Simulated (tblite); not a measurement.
# Ge30H44: the cost of one run

Programs: tblite 0.8.0 and PySCF 2.14.0, with routines of our own; each step states its level. All values are computed. Atoms count from 0.

### 1 The system as given

74 atoms, charge 0, multiplicity 1; geometry from: force field, distance geometry or constructed start.

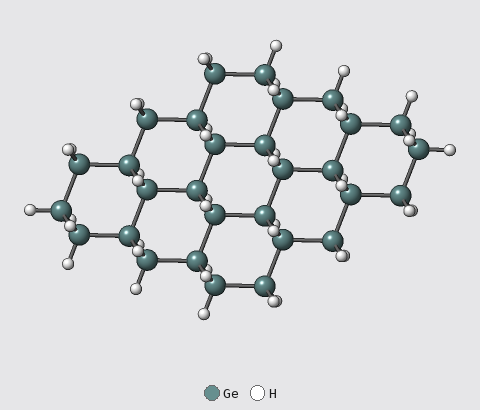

The starting geometry (germanium teal, hydrogen white).

### 2 Optimising the geometry with GFN1-xTB

What the job is given:

```
{"job": {"kind": "relax", "xc": "GFN1-xTB", "basis": "xTB"}, "charge": 0, "multiplicity": 1}
Ge    -2.000600     1.156100    -0.401600
Ge    -4.014100     2.318300     0.393100
Ge    -6.011200     1.155600    -0.399000
Ge    -6.017100    -1.153500     0.393800
Ge    -4.011900    -2.316900    -0.396600
Ge    -2.008800    -1.158400     0.397400
Ge     4.011000     4.633100    -0.403300
Ge     2.008900     5.792000     0.401500
Ge     0.002700     4.629300    -0.400400
Ge    -0.002800     2.314900     0.401600
Ge     2.003400     1.156700    -0.402100
Ge     4.008400     2.313700     0.400000
Ge     6.013000     1.158600    -0.395000
Ge     2.007700    -1.158500     0.397300
Ge     4.008700    -2.310600    -0.399800
Ge     6.014500    -1.157300     0.406300
Ge    -8.021400    -2.313800    -0.399100
Ge    -8.022900    -4.634800     0.399000
Ge    -6.017000    -5.787500    -0.397500
Ge    -4.008100    -4.630500     0.402700
Ge    -0.002300    -2.311900    -0.398500
Ge    -0.000900    -4.629900     0.399800
Ge     2.008900    -5.784700    -0.393400
Ge     4.006700    -4.635700     0.398500
Ge    -2.005000     5.791900     0.400900
Ge    -4.017000     4.630500    -0.397500
Ge     8.022500     4.633700    -0.400700
Ge     6.015800     5.789900     0.401200
Ge     8.022400     2.316100     0.398000
Ge    -2.004400    -5.788900    -0.396600
H     -2.001900     1.158500    -1.931100
H     -4.012800     2.317000     1.930200
H     -6.017400     1.158000    -1.931900
H     -7.264500     1.878400     0.110500
H     -6.015200    -1.156100     1.926700
H     -4.010400    -2.313500    -1.932900
H     -2.006300    -1.157800     1.925900
H      4.011800     4.633900    -1.932600
H      2.006600     5.785400     1.929900
H      2.000700     7.236300    -0.105600
H     -0.000100     4.629100    -1.926200
H      0.005900     2.310100     1.933700
H      2.010400     1.158900    -1.933600
H      4.013500     2.315200     1.928200
H      6.012700     1.159600    -1.927600
H      2.003600    -1.156300     1.926600
H      4.013300    -2.315600    -1.930600
H      6.016100    -1.155300     1.932300
H      7.268200    -1.879300    -0.106600
H     -8.019900    -2.315000    -1.928000
H     -9.273000    -1.601200     0.109900
H     -8.015200    -4.630100     1.929700
H     -9.272500    -5.353600    -0.106700
H     -6.019800    -5.790900    -1.933000
H     -6.015700    -7.233800     0.108300
H     -4.011400    -4.628400     1.930600
H      0.006600    -2.321400    -1.931900
H      0.002700    -4.623800     1.929300
H      2.005600    -5.790000    -1.926000
H      2.004600    -7.230900     0.105800
H      4.007100    -4.630500     1.931500
H      5.265000    -5.353500    -0.108700
H     -2.003800     5.790000     1.930800
H     -2.005700     7.236400    -0.105700
H     -4.005200     4.634700    -1.928000
H     -5.266000     5.355000     0.108100
H      8.024200     4.634500    -1.931200
H      9.274600     5.351500     0.112700
H      6.012400     5.784000     1.925000
H      6.013700     7.229500    -0.100900
H      8.020800     2.311700     1.933300
H      9.270300     1.590200    -0.104200
H     -2.003600    -5.790600    -1.925800
H     -2.005100    -7.228000     0.108300
```

The run is started by

```sh
OMP_NUM_THREADS=8 python large_run.py task.json out
```

This one command runs all jobs of the session in turn.

**Question.** How long does this first job take on 8 threads of Arm Neoverse N1, shared host, and how much memory does it need?

About 20 s, with a peak of 0.14 GiB.
